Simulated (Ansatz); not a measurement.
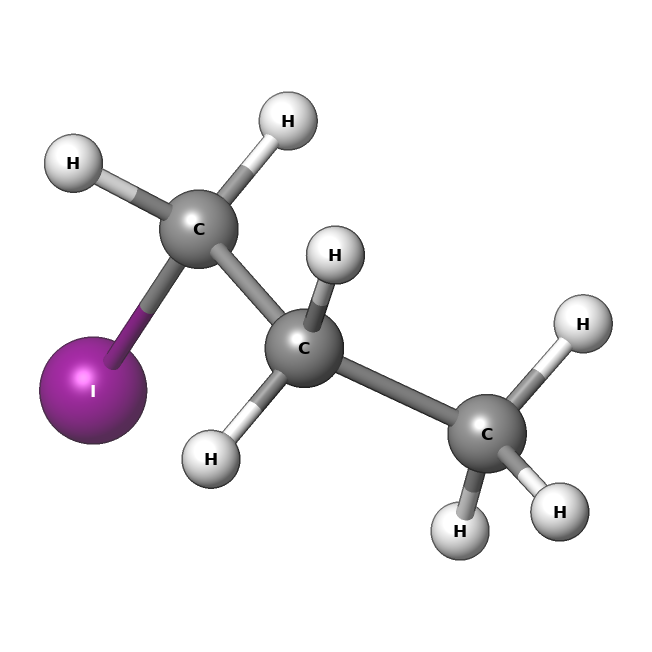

The picture shows a molecular structure as a ball-and-stick model.

Identify the structure.

It has 11 atoms: 3 carbon, 7 hydrogen and 1 iodine (C3H7I). Its SMILES string is `CCCI`. It has no ring. Among its groups: C–I bond. The point group is C1. Coordination: 3 C tetrahedral.

The parts below concern this one geometry. Atoms keep their numbers from picture to picture. Computed geometry: PBE0-D4/def2-TZVP optimisation. No frequency run is at hand to confirm it as a minimum.

## Shape

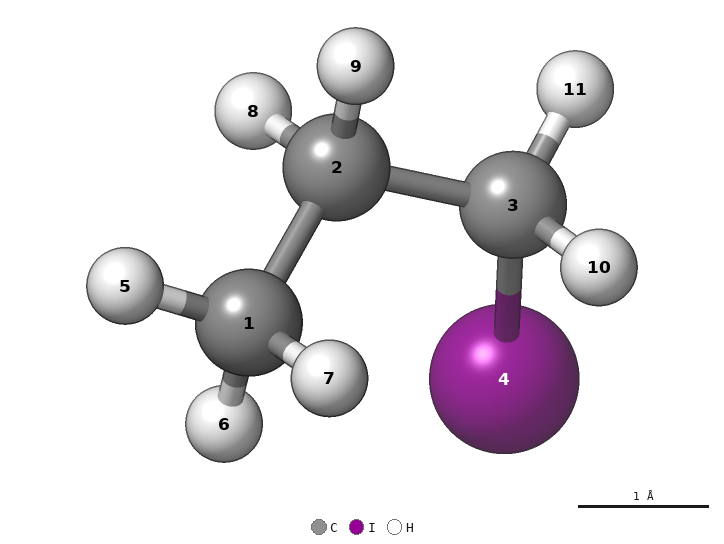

The atoms are numbered. No frequency run is at hand to confirm it as a minimum.

Estimate the angles C2–C1–H5, C2–C1–H6, C2–C1–H7, C1–C2–C3, C1–C2–H8, C1–C2–H9, C3–C2–H8, C3–C2–H9, C2–C3–I4, C2–C3–H10, C2–C3–H11, I4–C3–H10, I4–C3–H11.

| angle | degrees |
| --- | --- |
| C2–C1–H5 | 110.9 |
| C2–C1–H6 | 111.1 |
| C2–C1–H7 | 111.1 |
| C1–C2–C3 | 114.5 |
| C1–C2–H8 | 110.4 |
| C1–C2–H9 | 109.5 |
| C3–C2–H8 | 109.5 |
| C3–C2–H9 | 106.4 |
| C2–C3–I4 | 113.1 |
| C2–C3–H10 | 112.4 |
| C2–C3–H11 | 112.4 |
| I4–C3–H10 | 104.7 |
| I4–C3–H11 | 104.2 |

## Levels of theory compared

No frequency run is at hand to confirm it as a minimum. Program: Ansatz 0.2.0.

Tabulate HOMO energy (eV) at these levels: B3LYP-D4/def2-TZVPP; PBE-D4/def2-TZVPP; PBE0-D4/def2-TZVPP; r2SCAN-D4/def2-TZVPP; ωB97M-V/def2-TZVPP; ωB97X-V/def2-TZVPP.

| level | HOMO energy (eV) |
| --- | --- |
| B3LYP-D4/def2-TZVPP | −6.92 |
| PBE-D4/def2-TZVPP | −6.01 |
| PBE0-D4/def2-TZVPP | −7.16 |
| r2SCAN-D4/def2-TZVPP | −6.28 |
| ωB97M-V/def2-TZVPP | −9.33 |
| ωB97X-V/def2-TZVPP | −9.45 |

## Charges

The questions are on Mulliken charges. No frequency run is at hand to confirm it as a minimum. Properties computed with RKS ωB97M-V/def2-TZVPP, core potentials on I (Ansatz 0.2.0).

Question: Which atom carries the highest charge (most positive or least negative)?

Answer: H11 (0.18 e).

Question: And the lowest?

Answer: C3 (−0.33 e).

Give the Mulliken charges atom by atom.

```csv
atom,value (e)
C1,−0.29
C2,−0.16
C3,−0.33
I4,−0.07
H5,0.11
H6,0.11
H7,0.10
H8,0.10
H9,0.09
H10,0.16
H11,0.18
```

## Dipole moment

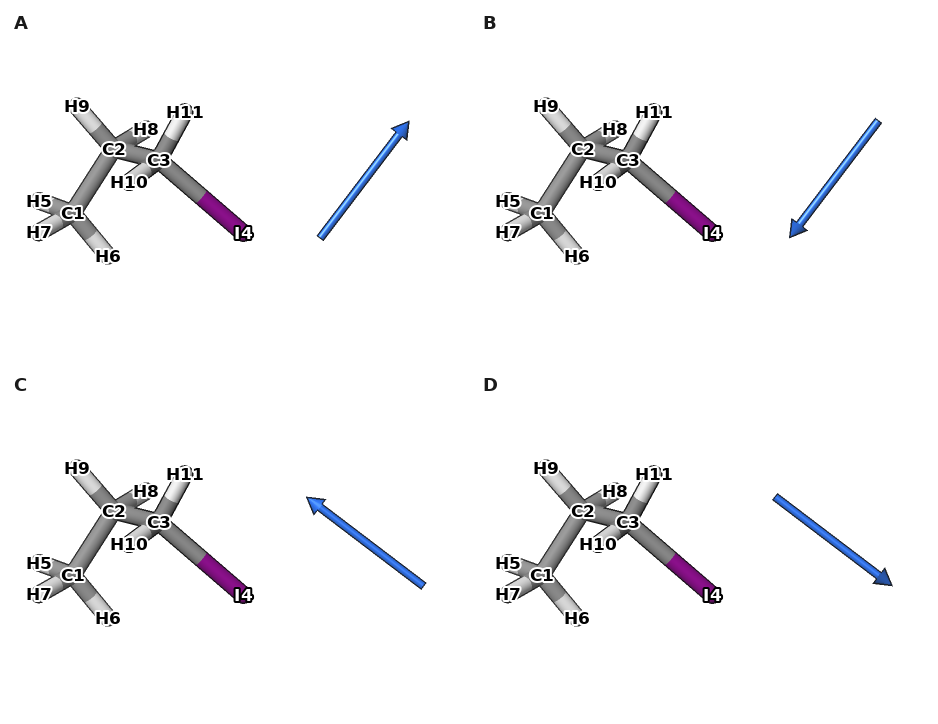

The same molecule four times, each with an arrow. No frequency run is at hand to confirm it as a minimum. Properties computed with RKS r2SCAN-D4/def2-TZVPP, core potentials on I (Ansatz 0.2.0).

Question: Which arrow points along the dipole moment, from the negative to the positive end?

Answer: C. The dipole moment is 2.16 D; it points from the side of I4 to the side of H9 (the outermost atoms at the two ends).

Mulliken values depend strongly on the basis set and can even reverse the polarity of a bond.
